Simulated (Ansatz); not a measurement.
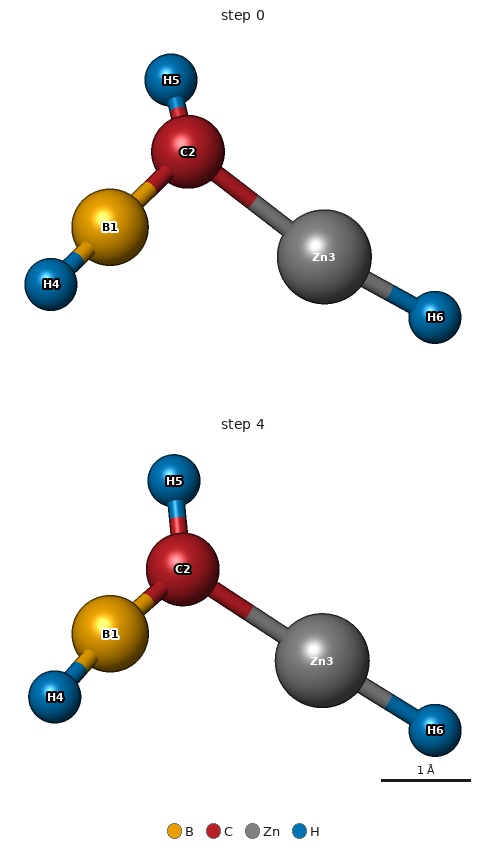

The structure of CH₃BZn before (top) and after (bottom) a relaxation, at one scale.

Style: ball-and-stick. Shown at a tilt.

Method: Ansatz 0.2.0, RKS CAM-B3LYP-D4/def2-SVP.

Input file:
```yaml
crystal:
  periodic: [false, false, false]
  atoms:
    - {symbol: B, position_ang: [-0.171334, 1.158155, 0.610412]}
    - {symbol: C, position_ang: [0.619124, 0.367215, -0.344262]}
    - {symbol: Zn, position_ang: [-0.200317, -1.433456, -0.212776]}
    - {symbol: H, position_ang: [-0.761451, 1.763843, 1.366152]}
    - {symbol: H, position_ang: [1.194171, 0.654883, -1.053855]}
    - {symbol: H, position_ang: [-0.624933, -2.843221, -0.256244]}
basis:
  gaussian: {orbitals: def2-SVP}
hamiltonian: {xc: {name: CAM-B3LYP}, dispersion: d4}
relax: {f_tol: 0.002, max_steps: 5, max_displacement: 0.5}
```

Launched with:
```bash
ansatz run in.yaml --threads 2 --pin off --events-out ev --progress --plain --max-ram 3481MiB
```

Summarise the run.

Answer. The relaxation stopped without meeting its thresholds, so the last structure isn't shown to be converged. It used up its limit of 5 steps. After 4 geometry steps the energy has fallen by 0.864 eV. The largest force component goes from 8.7 to 0.3 eV/Å. The atom that moves furthest after the best rigid fit is C2 (0.12 Å). By element the largest moves are C 0.12 Å, H 0.10 Å, Zn 0.07 Å, B 0.04 Å. Near-neighbour distances that change, for instance: C2–H5 0.958 → 1.098 Å, B1–C2 1.470 → 1.362 Å, C2–Zn3 1.983 → 1.921 Å, Zn3–H6 1.473 → 1.531 Å. Bond angles that change, for instance: C2–Zn3–H6 170.5° → 178.5°, B1–C2–Zn3 102.9° → 108.9°, Zn3–C2–H5 124.8° → 119.2°.
